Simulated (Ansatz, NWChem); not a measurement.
How basis sets differ on C3H6 (cyclopropane)

C3H6: 9 atoms, total charge 0, spin state singlet. As SMILES, `C1CC1`. The shape is that of a PBE0-D4/def2-TZVP optimisation.

Each level gives the atomisation enthalpy at 298 K (kJ/mol). The values are calculated. The thermal term (zero-point and 298 K enthalpy, harmonic and unscaled) is that of PBE0-D4/def2-TZVP; the spin-orbit lowering of the free atoms at 298 K, 0.0 kJ/mol by their spectra, is taken off.

**What was measured.** Active Thermochemical Tables gives the atomisation enthalpy at 298 K of the gas as 3405 kJ/mol.

| level | kind | program | value (kJ/mol) | computed − measured | CPU time (all runs) |
| --- | --- | --- | --- | --- | --- |
| wB97X/LANL2DZ | range-separated hybrid | NWChem | 3319 | -86 | 18 s |
| wB97X/SBKJC-VDZ (core potential) | range-separated hybrid | NWChem | 3295 | -110 | 16 s |
| wB97X/jorge-DZP | range-separated hybrid | NWChem | 3343 | -62 | 42 s |
| wB97X/MINI | range-separated hybrid | NWChem | 2608 | -797 | 8.5 s |
| wB97X/MIDI! | range-separated hybrid | NWChem | 3298 | -107 | 15 s |
| wB97X/DGauss-DZVP | range-separated hybrid | NWChem | 3393 | -12 | 28 s |
| wB97X/def2-SVPD | range-separated hybrid | Ansatz | 3441 | +36 | 25 s |

Nearest: wB97X/DGauss-DZVP (-12 kJ/mol); farthest: wB97X/MINI (-797 kJ/mol). Without the sets that lack polarisation functions the rows with a basis span only 3298 to 3441 kJ/mol. CPU times are rough (shared hosts, several kinds of processor): they show what a rung costs within a factor of a few.

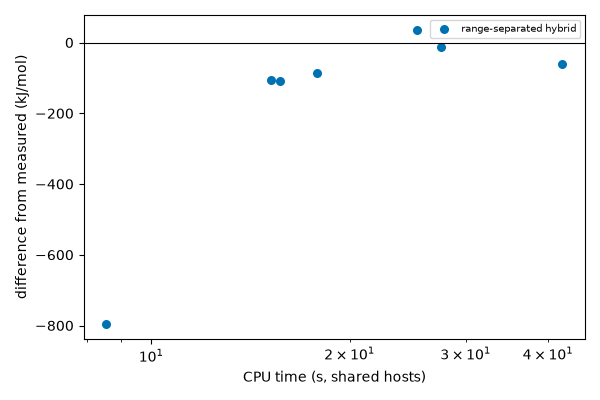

Difference from the measured value against processor time, one point a level.
